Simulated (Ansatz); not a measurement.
**singlet C2H2FSi−: levels of theory compared**

Wanted: a comparison of 6 runs (HF/STO-3G, BHLYP/def2-SVPD, PBE/def2-SVPD, r2SCAN/def2-SVPD, MP2/def2-SVPD, CCSD(T)/def2-SVPD) of singlet C2H2FSi−. 

The calculation is run with Ansatz 0.2.0.

46 further runs of the same task are left out: 46 set aside as unsound or not needed.

**1. Starting point**

The species is C2H2FSi− (6 atoms), meant as a singlet with charge -1. SMILES of the parent species: `C#C[SiH]F`. Geometry: relaxed at PBE0-D4/def2-TZVP. That shape belongs to the parent species and isn't relaxed for this state.

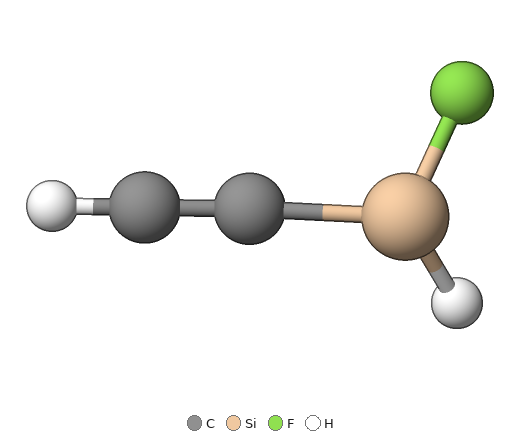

Viewed from a chosen angle; carbon grey, silicon light orange, fluorine green, hydrogen white.

**2. A single-point energy at HF/STO-3G (run 1)**

run.yaml reads:

```yaml
crystal:
  periodic: [false, false, false]
  atoms:
    - {symbol: C, position_ang: [0.118100, -0.680000, -1.605700]}
    - {symbol: C, position_ang: [0.120400, -0.213700, -0.490100]}
    - {symbol: Si, position_ang: [0.338300, 0.466700, 1.168800]}
    - {symbol: F, position_ang: [-0.478000, -0.412300, 2.226800]}
    - {symbol: H, position_ang: [0.100300, -1.089200, -2.590300]}
    - {symbol: H, position_ang: [-0.157100, 1.864400, 1.244300]}
basis:
  gaussian: {orbitals: STO-3G}
total_charge: -1
hamiltonian: {xc: hf}
accuracy: high
output: {orbitals: {seedname: orbitals}}
```

On the command line:

```
$ ansatz run run.yaml --threads 1 --pin off --max-ram 3480MiB --events-out events.jsonl --progress --plain --runs-dir runs
```

The log of the run:

```text
Warning: RAYON_NUM_THREADS=1 ignored (pool sized by the plan → 1); use --threads N
Functional definition: HF
  name "HF"
  exchange = exact_x
  correlation = 0
485 factors; integrals over basis functions are off by at most 1.9e-8 eV
mean field evaluation 1: about -12497.9608 eV, gradient 1.3e1 eV
mean field evaluation 2: about -12498.0144 eV, gradient 1.3e1 eV
mean field evaluation 4: about -12498.8795 eV, gradient 3.3e0 eV
mean field evaluation 8: about -12498.9154 eV, gradient 6.7e-5 eV
mean field -12498.91459965 eV, -459.3266394686 hartree, gradient 7.4e-8 eV, S^2 0.000000; 0 other end points of the search recorded, 0 dependent functions left out
reference -12498.91459965 eV, -459.3266394686 hartree; 19, 19 occupied and 7, 7 virtual orbitals, 485 factors
Total energy: -12498.91459965 eV, -459.3266394686 hartree
```

Run time: 0.2 s. Hardware: 1 thread of Arm Neoverse V1, shared host.

**3. A single-point energy at BHLYP/def2-SVPD (run 2)**

run.yaml: that of step 2 with these lines changed.

```diff
@@ -10,6 +10,8 @@
 basis:
-  gaussian: {orbitals: STO-3G}
+  gaussian:
+    orbitals: def2-SVPD
+output: {orbitals: {seedname: orbitals}}
+accuracy: high
+hamiltonian:
+  xc: {name: BHLYP}
 total_charge: -1
-hamiltonian: {xc: hf}
-accuracy: high
-output: {orbitals: {seedname: orbitals}}
```

On the command line:

```
$ ansatz run run.yaml --threads 1 --pin off --max-ram 3480MiB --events-out events.jsonl --progress --plain --runs-dir runs
```

The log of the run:

```text
Warning: RAYON_NUM_THREADS=1 ignored (pool sized by the plan → 1); use --threads N
Functional definition: BHLYP
  name "BHLYP"
  parameter a = 0.5
  exchange = (1 - a)*b88_x + a*exact_x
  correlation = lyp_c
1968 factors; integrals over basis functions are off by at most 3.7e-9 eV
mean field evaluation 1: about -12690.1272 eV, gradient 2.4e1 eV
mean field evaluation 2: about -12690.5014 eV, gradient 2.1e1 eV
mean field evaluation 4: about -12691.6624 eV, gradient 2.2e0 eV
mean field evaluation 8: about -12691.9421 eV, gradient 3.6e-1 eV
mean field evaluation 16: about -12691.9426 eV, gradient 1.1e-3 eV
mean field -12691.94255953 eV, -466.4202861551 hartree, gradient 6.3e-8 eV, S^2 0.000000; 0 other end points of the search recorded, 0 dependent functions left out
reference -12691.94258542 eV, -466.4202871064 hartree; 19, 19 occupied and 84, 84 virtual orbitals, 1968 factors
Total energy: -12691.94258542 eV, -466.4202871064 hartree
```

Run time: 9.9 s. Hardware: 1 thread of Arm Neoverse V1, shared host; peak memory 0.32 GiB.

Run 3 isn't shown in full; the table further down has it.

**4. A single-point energy at r2SCAN/def2-SVPD (run 4)**

molecule.yaml reads:

```yaml
crystal:
  periodic: [false, false, false]
  atoms:
    - {symbol: C, position_ang: [0.118100, -0.680000, -1.605700]}
    - {symbol: C, position_ang: [0.120400, -0.213700, -0.490100]}
    - {symbol: Si, position_ang: [0.338300, 0.466700, 1.168800]}
    - {symbol: F, position_ang: [-0.478000, -0.412300, 2.226800]}
    - {symbol: H, position_ang: [0.100300, -1.089200, -2.590300]}
    - {symbol: H, position_ang: [-0.157100, 1.864400, 1.244300]}
basis:
  gaussian:
    orbitals: def2-SVPD
output: {orbitals: {seedname: orbitals}}
accuracy: high
total_charge: -1
hamiltonian:
  xc: r2scan
```

On the command line:

```
$ ansatz run molecule.yaml --threads 1 --pin off --max-ram 3480MiB --events-out events.jsonl --progress --plain --runs-dir runs
```

The log of the run:

```text
Warning: RAYON_NUM_THREADS=1 ignored (pool sized by the plan → 1); use --threads N
Functional definition: r2SCAN
  name "r2SCAN"
  parameter k0 = 0.174
  parameter k1 = 0.065
  parameter a1 = 4.9479
  exchange = r2scan_x(k0 = k0, k1 = k1, a1 = a1)
  correlation = r2scan_c
1968 factors; integrals over basis functions are off by at most 3.7e-9 eV
mean field evaluation 1: about -12687.3357 eV, gradient 3.7e1 eV
mean field evaluation 2: about -12678.6841 eV, gradient 6.6e1 eV
mean field evaluation 4: about -12690.7899 eV, gradient 1.1e1 eV
mean field evaluation 8: about -12691.1087 eV, gradient 2.9e-1 eV
mean field evaluation 16: about -12691.1090 eV, gradient 1.4e-4 eV
mean field -12691.10895232 eV, -466.3896516552 hartree, gradient 3.6e-8 eV, S^2 0.000000; 0 other end points of the search recorded, 0 dependent functions left out
reference -12691.10895334 eV, -466.3896516925 hartree; 19, 19 occupied and 84, 84 virtual orbitals, 1968 factors
Total energy: -12691.10895334 eV, -466.3896516925 hartree
```

Wall time 14 s (1 thread of Arm Neoverse V1, shared host); peak memory 0.3 GiB.

Run 5 isn't shown in full; the table further down has it.

**5. The energy at CCSD(T)/def2-SVPD (run 6)**

input.yaml reads:

```yaml
crystal:
  periodic: [false, false, false]
  atoms:
    - {symbol: C, position_ang: [0.118100, -0.680000, -1.605700]}
    - {symbol: C, position_ang: [0.120400, -0.213700, -0.490100]}
    - {symbol: Si, position_ang: [0.338300, 0.466700, 1.168800]}
    - {symbol: F, position_ang: [-0.478000, -0.412300, 2.226800]}
    - {symbol: H, position_ang: [0.100300, -1.089200, -2.590300]}
    - {symbol: H, position_ang: [-0.157100, 1.864400, 1.244300]}
basis:
  gaussian:
    orbitals: def2-SVPD
total_charge: -1
correlation:
  method: ccsd_t
  frozen_orbitals: {C: 1, F: 1, H: 0, Si: 5}
accuracy: high
scf:
  omitted_lower_state_checks: [cluster_reference, increment]
```

On the command line:

```
$ ansatz run input.yaml --threads 1 --pin off --max-ram 3480MiB --events-out events.jsonl --progress --plain --runs-dir runs
```

The log of the run:

```text
Warning: RAYON_NUM_THREADS=1 ignored (pool sized by the plan → 1); use --threads N
[... 4 set-up lines as earlier in the session ...]
these checks for a lower state are left out or cut short: cluster_reference, increment
1968 factors; integrals over basis functions are off by at most 3.7e-9 eV
mean field evaluation 1: about -12651.9172 eV, gradient 2.0e1 eV
mean field evaluation 2: about -12651.9244 eV, gradient 2.0e1 eV
mean field evaluation 4: about -12653.3726 eV, gradient 3.3e0 eV
mean field evaluation 8: about -12653.4116 eV, gradient 1.7e-3 eV
mean field evaluation 16: about -12653.4059 eV, gradient 9.9e-1 eV
mean field -12653.41161524 eV, -465.0043000697 hartree, gradient 1.2e-8 eV, S^2 0.000000; 1 other end points of the search recorded, 0 dependent functions left out
8 core orbitals not correlated: weight in the atoms' cores, before any rotation towards them, 1.000 or more for the frozen orbitals, at most 0.000 for the correlated occupied ones
reference -12653.41161524 eV, -465.0043000697 hartree; 11, 11 occupied and 84, 84 virtual orbitals, 1968 factors
second order -15.28632036 eV of doubles, -0.00000000 eV of singles
cycle   1  -15.40955651 eV  change   -1.2e-1 eV  update   1.1e-1
cycle   2  -15.87327386 eV  change   -4.6e-1 eV  update   3.5e-2
cycle   3  -15.99266480 eV  change   -1.2e-1 eV  update   1.9e-2
cycle   4  -15.98978445 eV  change    2.9e-3 eV  update   5.3e-3
cycle   5  -15.99052489 eV  change   -7.4e-4 eV  update   2.6e-3
cycle   6  -15.99145237 eV  change   -9.3e-4 eV  update   9.0e-4
cycle   7  -15.99134942 eV  change    1.0e-4 eV  update   4.8e-4
cycle   8  -15.99124874 eV  change    1.0e-4 eV  update   2.2e-4
cycle   9  -15.99121661 eV  change    3.2e-5 eV  update   1.1e-4
cycle  10  -15.99119544 eV  change    2.1e-5 eV  update   4.2e-5
cycle  11  -15.99117239 eV  change    2.3e-5 eV  update   1.8e-5
cycle  12  -15.99117870 eV  change   -6.3e-6 eV  update   9.3e-6
cycle  13  -15.99118016 eV  change   -1.5e-6 eV  update   4.4e-6
cycle  14  -15.99118267 eV  change   -2.5e-6 eV  update   2.5e-6
cycle  15  -15.99118509 eV  change   -2.4e-6 eV  update   1.3e-6
cycle  16  -15.99118542 eV  change   -3.3e-7 eV  update   7.3e-7
cycle  17  -15.99118507 eV  change    3.5e-7 eV  update   3.7e-7
cycle  18  -15.99118514 eV  change   -6.6e-8 eV  update   1.7e-7
cycle  19  -15.99118508 eV  change    5.7e-8 eV  update   9.3e-8
cycle  20  -15.99118508 eV  change    3.1e-9 eV  update   5.6e-8
cycle  21  -15.99118507 eV  change    4.0e-9 eV  update   3.7e-8
cycle  22  -15.99118475 eV  change    3.3e-7 eV  update   1.5e-7
cycle  23  -15.99118473 eV  change    1.4e-8 eV  update   3.8e-8
cycle  24  -15.99118470 eV  change    3.3e-8 eV  update   1.4e-8
cycle  25  -15.99118469 eV  change    4.2e-9 eV  update   5.6e-9
cycle  26  -15.99118469 eV  change    1.4e-9 eV  update   2.4e-9
perturbative correction -0.61729840 eV, -0.0226852976 hartree
Total energy: -12670.02009833 eV, -465.6146505655 hartree
Checks for a lower state left out: cluster_reference, increment
```

It took 35 s on 1 thread of Arm Neoverse V1, shared host; peak memory 0.72 GiB.

**6. All runs side by side**

```
run              level  frozen core orbitals  energy (Eh)  HOMO energy (eV)  LUMO energy (eV)  HOMO–LUMO gap (eV)  wall time
  1          HF/STO-3G                     –  -459.326639              4.10             16.92               12.82      0.2 s
  2    BHLYP/def2-SVPD                     –  -466.420287              0.20              4.97                4.77      9.9 s
  3      PBE/def2-SVPD                     –  -466.164517              1.76              3.67                1.91      6.9 s
  4   r2SCAN/def2-SVPD                     –  -466.389652              1.65              3.95                2.30       14 s
  5      MP2/def2-SVPD                     8  -465.566062                 –                 –                   –      5.4 s
  6  CCSD(T)/def2-SVPD                     8  -465.614651                 –                 –                   –       35 s
```

**7. What came out**

| quantity | value |
| --- | --- |
| run 6: total energy | -465.61465 Eh |
| run 6: correlation energy (8 core orbitals frozen) | -610.4 mEh |
| run 6: (T) correction | -22.69 mEh |
| run 6: T1 diagnostic | 0.016 |

What this shows: Over runs 1, 2, 3, 4 the HOMO–LUMO gap runs from 1.91 eV (PBE/def2-SVPD) to 12.82 eV (HF/STO-3G). The two ends differ in method and basis. The empty levels of an anion lie above zero and hang on the basis. Totals of different functionals can't be ranked against each other. In runs 1, 2, 3, 4 the HOMO lies above zero, so the outermost electron may be held by the basis alone. In run 1 the basis is minimal, so the values are rough. All runs together took 72 s, the longest 35 s.
